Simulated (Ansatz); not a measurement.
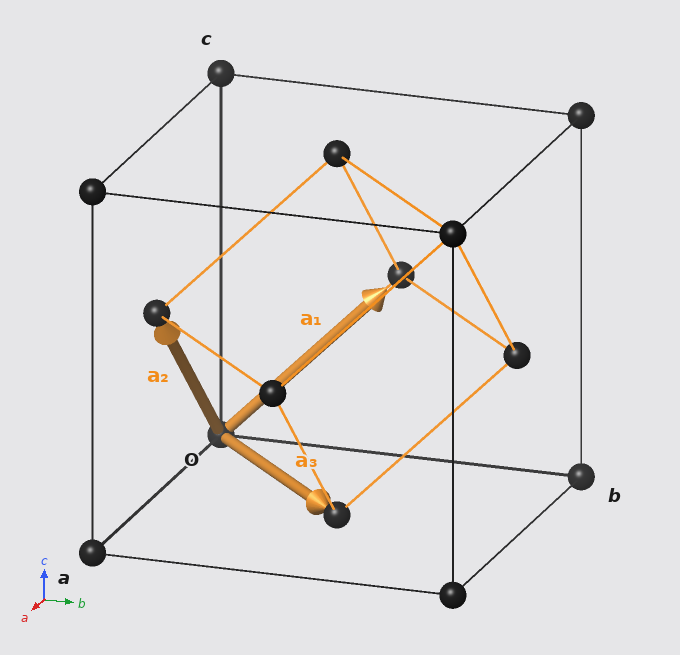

Crystal: ZnH₂, the end point of a relaxation with DFT PBE, scalar-relativistic, plane waves, PAW (Ansatz); the starting structure was generated, so it need not be a known form of this composition. The conventional cell (thin) and a primitive cell (coloured, vectors a₁, a₂, a₃), with the lattice points alone. All values are computed from the atomic coordinates in the standard setting (tolerance 0.002 Å).

a = 5.645 Å, b = 5.645 Å, c = 5.645 Å, α = 90.00°, β = 90.00°, γ = 90.00°.

**What is the centring, and how are the primitive vectors built?**

F, face-centred cubic, with lattice points at (0, 0, 0), (1/2, 1/2, 0), (1/2, 0, 1/2), (0, 1/2, 1/2). a₁ = 1/2 b + 1/2 c; a₂ = 1/2 a + 1/2 c; a₃ = 1/2 a + 1/2 b.

**Give the primitive cell's size and content.**

Edges 3.992, 3.992, 3.992 Å; angles 60.00°, 60.00°, 60.00°; volume 44.97 Å³, 1/4 of the conventional cell; 6 of its 24 atoms.
